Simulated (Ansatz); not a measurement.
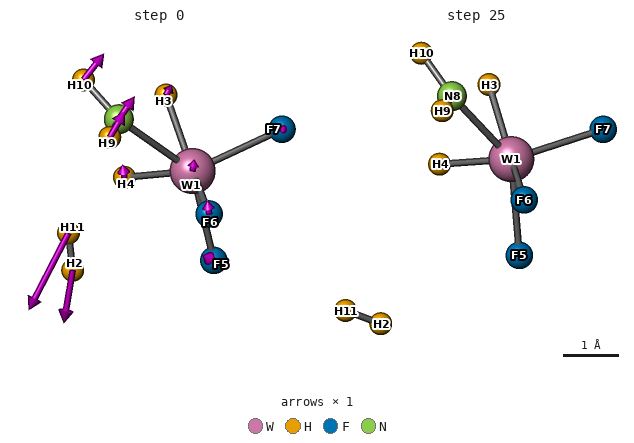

The structure of WNH$_{6}$F$_{3}$ before (left) and after (right) a relaxation, at one scale. The purple arrows give the displacements, at their true length.

The picture is a ball-and-stick view, seen from a free direction.

The run prepares an end point of a later path (reaction) calculation, from a guessed geometry.

These are results of RHF/def2-SVP (Ansatz 0.2.0), not measurements. (no spin polarisation; force threshold 0.03 eV/Å; at most 50 steps)

> Summarise the run.

The largest move after the best rigid fit is that of H11, 1.59 Å. By element the largest moves are H 1.59 Å, N 0.51 Å, F 0.32 Å, W 0.22 Å. Some distances before and after: W1–H11 2.683 → 4.155 Å, W1–H2 2.922 → 3.851 Å, W1–N8 2.015 → 1.933 Å, H2–H11 0.712 → 0.747 Å. Among the angles between lasting bonds that change: H4–W1–F6 133.1° → 129.4°, F5–W1–F6 90.9° → 87.2°, F6–W1–F7 103.5° → 106.6°. After 23 accepted moves (25 points after the start) the energy has fallen by 33.4 kJ/mol. The largest force component goes from 1.4 to 0.011 eV/Å. The line search rejected the trial steps at points 14, 16 of the run. The forces were under the threshold at step 13, but the run went on from there.

Limits of the set-up: the start holds two separate molecules, 2.2 Å apart at their closest, whose relative position is a soft coordinate and is computed without a dispersion correction; Hartree-Fock leaves out electron correlation.
